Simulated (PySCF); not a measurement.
# GaO (doublet): what the fields show

| atom | x (Å) | y (Å) | z (Å) |
| --- | --- | --- | --- |
| Ga | 0.0000 | 0.0000 | -0.3258 |
| O | 0.0000 | 0.0000 | 1.4042 |

All numbers below come from PySCF 2.14.0, PBE0/aug-pcseg-1, non-relativistic, at a bond length of 1.730 Å.

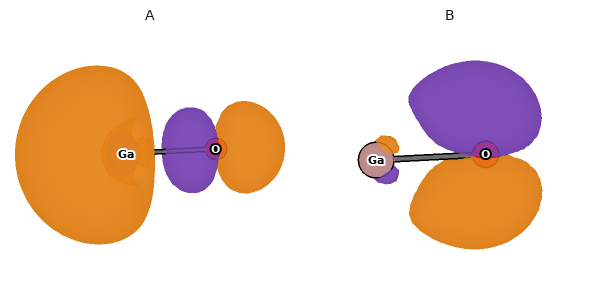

Figure 1. Two frontier α-spin orbitals, each drawn at the value that holds 80 % of its norm (orange and purple are the two phases), in no order; of a degenerate pair one member is drawn.

Name the orbitals and rank them from lowest to highest energy.

Orbital B: π, occupied in this spin, −8.39 eV; mainly on O (85 %).
Orbital A: σ, occupied in this spin, −8.26 eV; mainly on Ga (75 %).

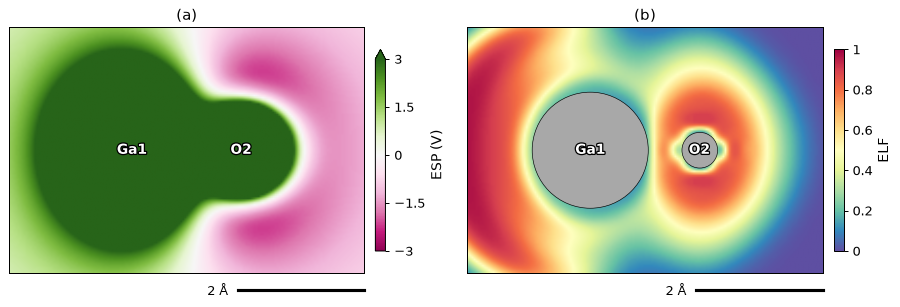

Figure 2. (a) molecular electrostatic potential; (b) electron localisation function on a plane that holds the molecular axis. Grey discs cover the atomic cores in the ELF map.

Read the bonding off the picture.

The plane passes through Ga and O nuclei. Ga–O (1.73 Å): the ELF peaks at about 0.75 in the valence shell of O, 0.6 Å from its nucleus, and is about 0.15 at the midpoint. The ELF also peaks beside O2, away from the bonds: non-bonding electrons, paired or unpaired. Outside the dense part of the molecule the potential is most negative (−2.2 V) near O2.

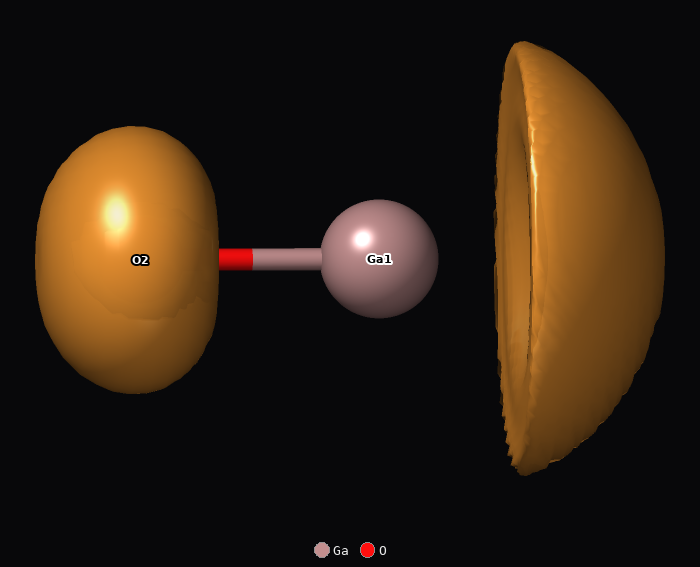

Figure 3. Isosurface of the ELF at 0.75 (orange), seen from one side. Only the valence region is drawn (cores and ρ < 0.01 e/Å³ removed).

What do the ELF domains correspond to?

The ELF exceeds this value in one lobe on Ga, pointing away from the bonds (non-bonding electrons) and one region wrapped around O (its valence shell).
